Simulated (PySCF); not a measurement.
C₇H₁₆Si₂ (SMILES C[SiH](C)CCC#CC[SiH3])

Input file:

```
{"job": {"kind": "nmr", "xc": "PBE0", "basis": "pcSseg-1"}, "charge": 0, "multiplicity": 1}
C     -2.862798     1.728094     1.387307
Si    -1.370638     1.560158     0.217637
C      0.186221     1.181774     1.238858
C     -1.746188     0.178696    -1.045517
C     -0.703548     0.054931    -2.163404
C      0.538080    -0.525773    -1.690179
C      1.548655    -1.045969    -1.307234
C      2.765136    -1.666453    -0.836006
Si     2.612191    -2.245868     0.978237
H     -2.705314     2.532236     2.098724
H     -3.028692     0.817354     1.955497
H     -3.777361     1.946631     0.845026
H     -1.191176     2.827482    -0.521537
H      0.392374     1.975460     1.951239
H      0.074205     0.256399     1.797643
H      1.055849     1.070566     0.599349
H     -1.831891    -0.786319    -0.542463
H     -2.716132     0.374691    -1.507586
H     -0.499828     1.040861    -2.592098
H     -1.093146    -0.584552    -2.964140
H      2.994845    -2.522036    -1.476991
H      3.591525    -0.957590    -0.936593
H      1.435940    -3.106429     1.111821
H      2.493827    -1.084989     1.859773
H      3.826930    -2.995211     1.313894
```

Run with:

```sh
OMP_NUM_THREADS=1 python probes_run.py task.json out
```

Geometry: GFN2-xTB.

All numbers below come from PySCF, PBE0/pcSseg-1, SCF density, gas phase, non-relativistic.

Question: What will maps of the electron density and electron localisation function show?

Answer: C–C (1.20 Å): ρ is about 2.7 e/Å³ halfway; the ELF peaks at about 0.80 between the atoms (a short, multiple covalent bond).
C–Si (1.91 Å): ρ is about 0.9 e/Å³ halfway; the ELF peaks at about 0.95 between the atoms; a shared electron pair.
C–H (1.09 Å): the density is about 1.9 e/Å³ at the midpoint; the ELF climbs to about 1 towards the hydrogen, as it does in any bond to H (a covalent bond by its length).
Si–H (1.47 Å): the density is about 0.81 e/Å³ at the midpoint; the ELF climbs to about 1 towards the hydrogen.

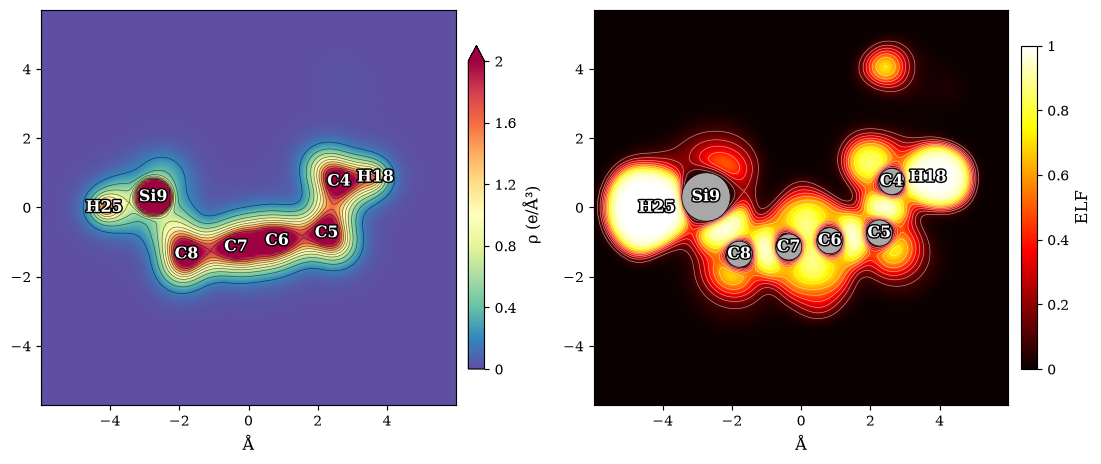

Computed electron density and electron localisation function on the plane of atoms C7, C8 and Si9, in this order. Grey discs cover the atomic cores in the ELF map. 
